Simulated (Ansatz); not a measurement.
# From Sn(NH2)4 to SnF4: predicting a member

On one Sn centre, n of the NH2 ligands are replaced by F. The atomisation energy (no zero-point term) y in kJ/mol at CCSD(T)/def2-TZVPP. Shapes: PBE0-D4/def2-TZVP. Flexible molecules stand in one conformer, not always the lowest. Programs: Ansatz 0.2.0.

```
  molecule  n  y (kJ/mol)
  Sn(NH2)4  0        4037
 Sn(NH2)3F  1           ?
Sn(NH2)2F2  2        2881
      SnF4  4        1662
```

Problem. Fit y = c + s·n to the known rows and predict Sn(NH2)3F.

Solution. 
1. Means of the 3 rows: n = 2.00000, y = 2860.0.
2. Σ(Δn)² = 8, Σ(Δn·Δy) = -4750, so the slope is -4750/8 = -593.75.
3. Intercept: 2860.0 − (-593.75) × 2.00000 = 4047.5. The largest residual of the fit is 21.
4. Sn(NH2)3F: 4047.5 + (-593.75) × 1 = 3454 kJ/mol.

The run gave 3464 kJ/mol, so the prediction is off by -10 kJ/mol, within the largest residual. The steps per swap are -573, -583, -610 kJ/mol. The slope is the difference between a Sn–F and a Sn–NH2 bond with the ligands’ own bonds. Other levels give for Sn(NH2)3F: r2SCAN0-D4/def2-TZVPP 3451; B2PLYP/def2-TZVPP 3540; CCSD(T)/def2-SVP 3221 kJ/mol. Coupled cluster in double- or triple-zeta sets underbinds by a few per cent against its basis-set limit. For atoms past krypton def2 sets carry core potentials with scalar relativity. Outer-core shells of Sn are correlated, in sets that cover them unevenly.

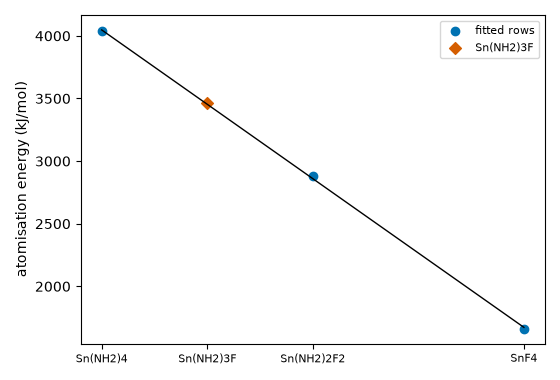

The fitted line, with the withheld member.
